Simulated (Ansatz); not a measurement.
ZrO2 (tetragonal-ZrO2 type, space group P4_2/nmc)

Space group P4₂/nmc, origin choice 1 (No. 137); a = 3.5845 Å, b = 3.5845 Å, c = 5.1772 Å, α = 90.00°, β = 90.00°, γ = 90.00°

```json
[
 {"atom": "Zr", "site": "2a", "symmetry": "-4m2", "x": "0.0000", "y": "0.0000", "z": "0.0000"},
 {"atom": "O", "site": "4d", "symmetry": "2mm.", "x": "0.0000", "y": "0.5000", "z": "0.2015"}
]
```

Grid over V/V₀ and (c/a)/(c/a)₀, subscript 0 meaning the relaxed cell; the conventional c axis lies along z; no internal relaxation.

Level of theory: PBEsol (plane waves to 420 eV, PAW, scalar-relativistic; Ansatz, a quantum-chemistry and plane-wave program). k mesh 9×9×7 (Γ-centred), Fermi-Dirac smearing 0.05 eV. E stands for the smeared free energy. Stress and pressure are positive under compression. As the atoms are clamped, bonds stretch with the cell, which overstates energies and stresses. This is a high-temperature form of ZrO2. ZrO2 is run without spin polarisation. ZrO2 was relaxed with its symmetry unable to fall. ΔE is measured from the relaxed starting cell.

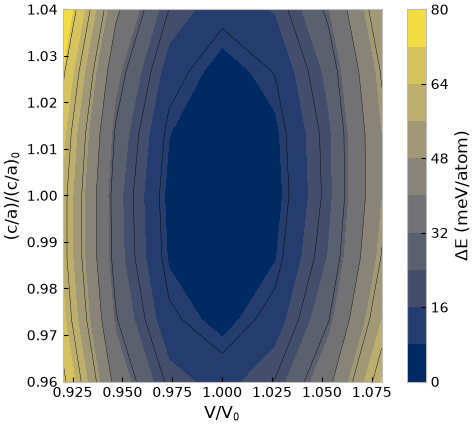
Figure. ΔE (meV/atom) over the 7×7 grid of computed points.

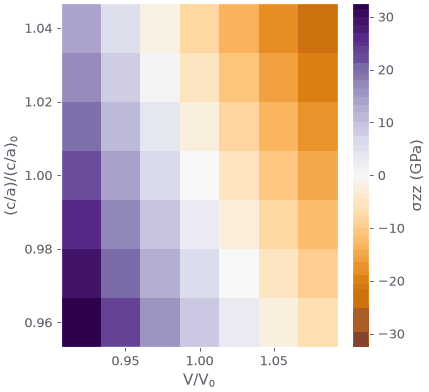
Figure. σzz (GPa) over the 7×7 grid of computed points.

The modulus against c/a change at fixed volume, (3/4V)·∂²E/∂(ln c/a)² (fit, atoms clamped) is 172 GPa, an upper bound as the atoms could relax. Highest place on the grid: V/V₀ = 0.920, (c/a)/(c/a)₀ = 1.040 (79.8 meV/atom). Lowest place on the grid: V/V₀ = 1.000, (c/a)/(c/a)₀ = 1.000 (0.0 meV/atom).

Near the relaxed cell σzz − σxx = −2Cδ (compression positive), C being this modulus and δ the logarithm of the ratio.

(A scan under strain: stresses follow from slopes of the energy per volume, elastic moduli from its curvatures.)
